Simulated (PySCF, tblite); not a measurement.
# SiH₂F₂: dynamics, then NMR shifts and electronic excitations on frames, part 2 of 2

tblite 0.8.0 and PySCF 2.14.0. Atoms count from 0. The steps go on from the part before.

## 9. NMR shieldings: 800 fs, PBE0/pcSseg-1

What the job is given:

```
{"job": {"kind": "nmr", "xc": "PBE0", "basis": "pcSseg-1", "pop": false}, "charge": 0, "multiplicity": 1}
F     -1.369800    -0.830600    -0.911300
Si    -0.363800    -1.458000    -1.942500
F      0.572100    -2.382600    -0.970300
H      0.581500    -0.443500    -2.487600
H     -1.350700    -2.293000    -2.665200
```

Level: GIAO PBE0/pcSseg-1 NMR shielding, non-relativistic, gas phase.

Standard output:

```text
coarse grid: 5040 points
cycle   1  E = -490.0306638713  dE =  1.194e-01  |g| = 7.244e-01  |ddm| = 1.926e+00
cycle   2  E = -489.9268269103  dE =  1.038e-01  |g| = 1.127e+00  |ddm| = 1.147e+00
cycle   3  E = -490.1147398223  dE = -1.879e-01  |g| = 2.878e-02  |ddm| = 6.905e-01
cycle   4  E = -490.1148111126  dE = -7.129e-05  |g| = 2.169e-02  |ddm| = 3.634e-02
cycle   5  E = -490.1148726004  dE = -6.149e-05  |g| = 5.954e-03  |ddm| = 1.375e-02
cycle   6  E = -490.1148776487  dE = -5.048e-06  |g| = 3.383e-04  |ddm| = 3.793e-03
final grid: 45880 points
cycle   7  E = -490.1423478662  dE = -1.382e-05  |g| = 1.224e-03  |ddm| = 5.766e-03
cycle   8  E = -490.1423478971  dE = -3.084e-08  |g| = 9.279e-04  |ddm| = 8.097e-04
cycle   9  E = -490.1423479903  dE = -9.321e-08  |g| = 3.576e-04  |ddm| = 6.470e-04
cycle  10  E = -490.1423480078  dE = -1.749e-08  |g| = 2.458e-05  |ddm| = 1.867e-04
cycle  11  E = -490.1423480078  dE = -3.024e-11  |g| = 1.657e-05  |ddm| = 2.093e-05
converged SCF energy = -490.1423480078

GIAO shielding tensors (ppm)
atom      isotropic    diamagn.    paramagn.     s11        s22        s33       span
  0 F      318.961     473.978    -155.017    226.346    336.468    394.068    167.722
  1 Si     362.848     877.243    -514.395    342.901    348.722    396.921     54.020
  2 F      319.448     471.584    -152.136    217.748    359.938    380.658    162.910
  3 H       25.908      28.189      -2.281     22.722     23.627     31.375      8.653
  4 H       25.907      26.420      -0.513     22.423     23.716     31.582      9.158
```

It took 1.8 s on 1 thread of AMD EPYC 7R43, shared host; peak memory 0.37 GiB.

In short: δ F0 -148.0, F2 -148.5, Si1 -13.7, H4 5.81, H3 5.81 ppm.

## 10. Excited states and response: 800 fs, PBE0/def2-SVPD

What the job is given:

```
{"job": {"kind": "uv", "xc": "PBE0", "basis": "def2-SVPD", "nstates": 5, "ntriplets": 0}, "charge": 0, "multiplicity": 1}
F     -1.369800    -0.830600    -0.911300
Si    -0.363800    -1.458000    -1.942500
F      0.572100    -2.382600    -0.970300
H      0.581500    -0.443500    -2.487600
H     -1.350700    -2.293000    -2.665200
```

Method: TDDFT PBE0/def2-SVPD, vertical, gas phase, core orbitals frozen in the response.

Standard output:

```text
coarse grid: 5040 points
cycle   1  E = -489.7994411599  dE =  1.028e-01  |g| = 6.545e-01  |ddm| = 2.457e+00
cycle   2  E = -489.6923163762  dE =  1.071e-01  |g| = 1.054e+00  |ddm| = 1.409e+00
cycle   3  E = -489.8754809204  dE = -1.832e-01  |g| = 3.110e-02  |ddm| = 7.682e-01
cycle   4  E = -489.8756283810  dE = -1.475e-04  |g| = 1.869e-02  |ddm| = 6.603e-02
cycle   5  E = -489.8756800839  dE = -5.170e-05  |g| = 6.887e-03  |ddm| = 1.974e-02
cycle   6  E = -489.8756881855  dE = -8.102e-06  |g| = 2.223e-04  |ddm| = 7.339e-03
final grid: 45880 points
cycle   7  E = -489.9346523430  dE = -6.164e-06  |g| = 5.960e-04  |ddm| = 2.342e-02
cycle   8  E = -489.9346523430  dE =  6.457e-11  |g| = 6.692e-04  |ddm| = 1.326e-03
cycle   9  E = -489.9346524120  dE = -6.902e-08  |g| = 1.292e-04  |ddm| = 5.697e-04
cycle  10  E = -489.9346524147  dE = -2.650e-09  |g| = 2.004e-05  |ddm| = 1.059e-04
cycle  11  E = -489.9346524147  dE = -4.297e-11  |g| = 1.420e-05  |ddm| = 2.592e-05
converged SCF energy = -489.9346524147

Static polarisability (au): isotropic 26.372, principal 24.765 25.756 28.596

Singlet excitations
state   eV       nm        f      main configurations
  1   8.2637    150.0   0.00594   H->L 0.73, H->L+1 0.27
  2   8.6472    143.4   0.10215   H->L+1 0.71, H->L 0.25
  3   9.8306    126.1   0.10553   H->L+2 0.98
  4  10.1117    122.6   0.01886   H-1->L 0.53, H-2->L 0.28, H-2->L+1 0.12
  5  10.1708    121.9   0.04563   H-2->L 0.60, H-1->L+1 0.18, H-1->L 0.17
```

Wall time 2.5 s (1 thread of AMD EPYC 7R43, shared host); peak memory 0.37 GiB.

In short: HOMO -10.11 eV, LUMO -0.25 eV; lowest singlet 8.26 eV.

## 11. NMR shieldings: 1000 fs, PBE0/pcSseg-1

What the job is given:

```
{"job": {"kind": "nmr", "xc": "PBE0", "basis": "pcSseg-1", "pop": false}, "charge": 0, "multiplicity": 1}
F     -1.367700    -0.474200    -0.359500
Si    -0.452600    -0.977600    -1.533700
F     -0.037100    -2.487200    -1.100800
H      0.637700    -0.092000    -1.584900
H     -1.176600    -1.007800    -2.788000
```

Method: GIAO PBE0/pcSseg-1 NMR shielding, non-relativistic, gas phase.

Standard output:

```text
coarse grid: 5040 points
cycle   1  E = -490.0444987960  dE =  1.474e-01  |g| = 6.976e-01  |ddm| = 1.958e+00
cycle   2  E = -489.9546592374  dE =  8.984e-02  |g| = 1.064e+00  |ddm| = 1.030e+00
cycle   3  E = -490.1203929964  dE = -1.657e-01  |g| = 2.696e-02  |ddm| = 6.142e-01
cycle   4  E = -490.1204721810  dE = -7.918e-05  |g| = 1.689e-02  |ddm| = 3.237e-02
cycle   5  E = -490.1205071286  dE = -3.495e-05  |g| = 6.047e-03  |ddm| = 1.118e-02
cycle   6  E = -490.1205122603  dE = -5.132e-06  |g| = 3.475e-04  |ddm| = 3.494e-03
final grid: 45880 points
cycle   7  E = -490.1476455415  dE = -1.343e-05  |g| = 1.040e-03  |ddm| = 5.573e-03
cycle   8  E = -490.1476456053  dE = -6.388e-08  |g| = 5.198e-04  |ddm| = 6.617e-04
cycle   9  E = -490.1476456247  dE = -1.938e-08  |g| = 2.583e-04  |ddm| = 3.514e-04
cycle  10  E = -490.1476456340  dE = -9.297e-09  |g| = 2.398e-05  |ddm| = 1.364e-04
cycle  11  E = -490.1476456341  dE = -4.911e-11  |g| = 6.990e-06  |ddm| = 1.743e-05
converged SCF energy = -490.1476456341

GIAO shielding tensors (ppm)
atom      isotropic    diamagn.    paramagn.     s11        s22        s33       span
  0 F      339.781     471.077    -131.296    248.144    354.291    416.908    168.764
  1 Si     363.394     876.839    -513.445    327.997    372.895    389.290     61.293
  2 F      340.109     468.661    -128.552    240.631    367.967    411.730    171.099
  3 H       27.238      30.352      -3.113     24.065     24.721     32.930      8.865
  4 H       26.732      27.664      -0.932     23.739     24.307     32.150      8.411
```

Run time: 1.7 s. Hardware: 1 thread of AMD EPYC 7R43, shared host; peak memory 0.37 GiB.

In short: δ F0 -168.8, F2 -169.2, Si1 -14.2, H4 4.98, H3 4.48 ppm.

## 12. Ultraviolet spectrum: 1000 fs, PBE0/def2-SVPD

What the job is given:

```
{"job": {"kind": "uv", "xc": "PBE0", "basis": "def2-SVPD", "nstates": 5, "ntriplets": 0}, "charge": 0, "multiplicity": 1}
F     -1.367700    -0.474200    -0.359500
Si    -0.452600    -0.977600    -1.533700
F     -0.037100    -2.487200    -1.100800
H      0.637700    -0.092000    -1.584900
H     -1.176600    -1.007800    -2.788000
```

Method: TDDFT PBE0/def2-SVPD, vertical, gas phase, core orbitals frozen in the response.

Standard output:

```text
coarse grid: 5040 points
cycle   1  E = -489.8114946451  dE =  1.324e-01  |g| = 6.289e-01  |ddm| = 2.449e+00
cycle   2  E = -489.7207874286  dE =  9.071e-02  |g| = 9.867e-01  |ddm| = 1.267e+00
cycle   3  E = -489.8795731514  dE = -1.588e-01  |g| = 3.049e-02  |ddm| = 7.112e-01
cycle   4  E = -489.8797290011  dE = -1.558e-04  |g| = 1.442e-02  |ddm| = 6.517e-02
cycle   5  E = -489.8797575734  dE = -2.857e-05  |g| = 6.597e-03  |ddm| = 1.608e-02
cycle   6  E = -489.8797647670  dE = -7.194e-06  |g| = 1.961e-04  |ddm| = 5.850e-03
final grid: 45880 points
cycle   7  E = -489.9385023887  dE = -6.144e-06  |g| = 6.912e-04  |ddm| = 1.963e-02
cycle   8  E = -489.9385023631  dE =  2.553e-08  |g| = 8.508e-04  |ddm| = 1.236e-03
cycle   9  E = -489.9385024777  dE = -1.146e-07  |g| = 9.180e-05  |ddm| = 6.560e-04
cycle  10  E = -489.9385024790  dE = -1.332e-09  |g| = 1.098e-05  |ddm| = 6.984e-05
cycle  11  E = -489.9385024791  dE = -1.671e-11  |g| = 5.841e-06  |ddm| = 1.632e-05
converged SCF energy = -489.9385024791

Static polarisability (au): isotropic 25.081, principal 24.343 25.307 25.593

Singlet excitations
state   eV       nm        f      main configurations
  1   8.4270    147.1   0.00080   H->L 0.99
  2   8.9399    138.7   0.03143   H->L+1 0.97
  3   9.8581    125.8   0.09189   H->L+2 0.98
  4  10.5775    117.2   0.01809   H-1->L 0.68, H-2->L 0.18
  5  10.7106    115.8   0.03813   H-2->L 0.73, H-1->L 0.10
```

Run time: 2.4 s. Hardware: 1 thread of AMD EPYC 7R43, shared host; peak memory 0.37 GiB.

Key values: HOMO -10.11 eV, LUMO 0.01 eV; lowest singlet 8.43 eV.

## 13. Comparing the runs: NMR shifts

Shifts (ppm), with basis size and wall time:

| frame | H4 | H3 | F2 | F0 | Si1 | functions | time |
| --- | --- | --- | --- | --- | --- | --- | --- |
| 250 fs | 5.39 | 5.14 | -156.1 | -156.6 | -10.3 | 68 | 4 s |
| 425 fs | 4.86 | 5.44 | -154.2 | -152.0 | -3.1 | 68 | 1.7 s |
| 625 fs | 5.75 | 5.52 | -149.0 | -154.0 | -14.8 | 68 | 1.8 s |
| 800 fs | 5.81 | 5.81 | -148.5 | -148.0 | -13.7 | 68 | 1.8 s |
| 1000 fs | 4.98 | 4.48 | -169.2 | -168.8 | -14.2 | 68 | 1.7 s |

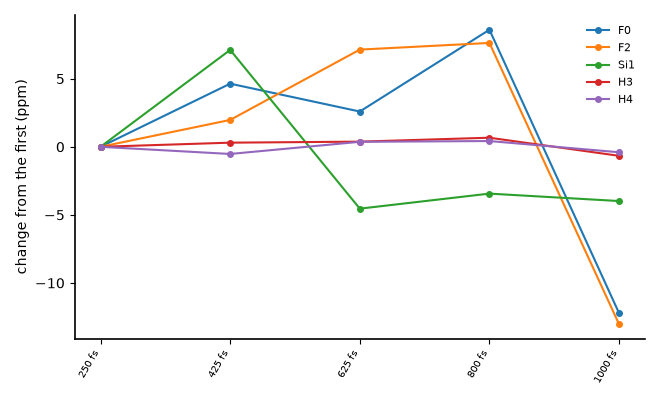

How the tabulated atoms move from run to run.

## 14. Side by side: electronic excitations

Excitations and ground-state properties, with basis size and wall time:

| frame | lowest singlet (eV) | brightest (eV) | f | gap (eV) | α (Å³) | μ (D) | functions | time |
| --- | --- | --- | --- | --- | --- | --- | --- | --- |
| 250 fs | 8.07 | 9.89 | 0.113 | 9.74 | 3.81 | 2.60 | 86 | 4 s |
| 425 fs | 7.84 | 9.80 | 0.038 | 9.50 | 3.81 | 2.91 | 86 | 2.2 s |
| 625 fs | 8.37 | 9.87 | 0.095 | 9.89 | 3.87 | 2.20 | 86 | 2.3 s |
| 800 fs | 8.26 | 9.83 | 0.106 | 9.86 | 3.91 | 2.33 | 86 | 2.5 s |
| 1000 fs | 8.43 | 9.86 | 0.092 | 10.12 | 3.72 | 1.87 | 86 | 2.4 s |

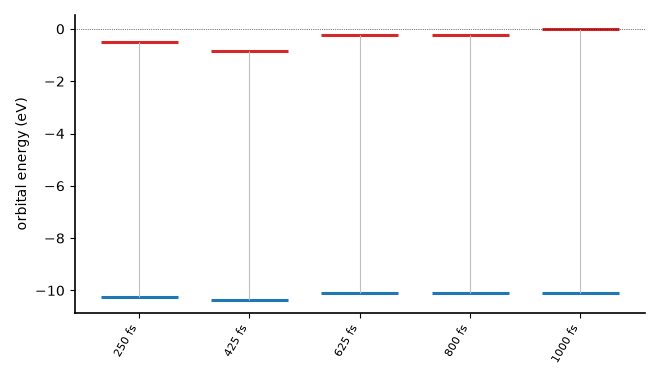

HOMO (blue) and LUMO (red) run by run.

## 15. What came out

The summary covers parts 1 to 2.

| quantity | value |
| --- | --- |
| thermostat | 300 K |
| mean temperature, second half | 346 K |
| mean potential energy above the minimum | 0.13 eV |
| 1H shifts against TMS (PBE0/pcSseg-1, 250 fs) | 5.39, 5.14 ppm |
| 19F shifts against CFCl3 (PBE0/pcSseg-1, 250 fs) | -156.1, -156.6 ppm |
| 29Si shifts against TMS (PBE0/pcSseg-1, 250 fs) | -10.3 ppm |
| surface potential, least and greatest | -1.15 V and 2.52 V |
| lowest singlet (PBE0/def2-SVPD, 250 fs) | 8.07 eV (154 nm), f = 0.003 |
| brightest single state of those computed | state 4, 9.89 eV, f = 0.113 |
| range of the shift of F0 | -168.8 to -148.0 ppm |
| range of the lowest singlet | 7.84 to 8.43 eV |

In the second half the potential energy averages 0.13 eV above the minimum; equipartition over 9 harmonic modes at 300 K would give 0.12 eV. With 5 atoms the temperature swings widely (116 to 645 K). Shifts at one fixed geometry are not the observed spectrum, which averages over the motion. In the first frame run (250 fs): Shielding is most anisotropic at F2 (span 178 ppm, paramagnetic term -144 ppm). The lowest singlet, at 8.07 eV, is HOMO→LUMO 0.99 and is weak; of the 5 states computed, the strongest absorption comes from state 4 at 9.89 eV. Across the 5 runs the shift of F0 moves most, between -168.8 (1000 fs) and -148.0 ppm (800 fs). The lowest singlet runs from 7.84 eV (425 fs) to 8.43 eV (1000 fs), while the orbital gap spans 9.50 to 10.12 eV. The lowest state need not be the same one in every run.
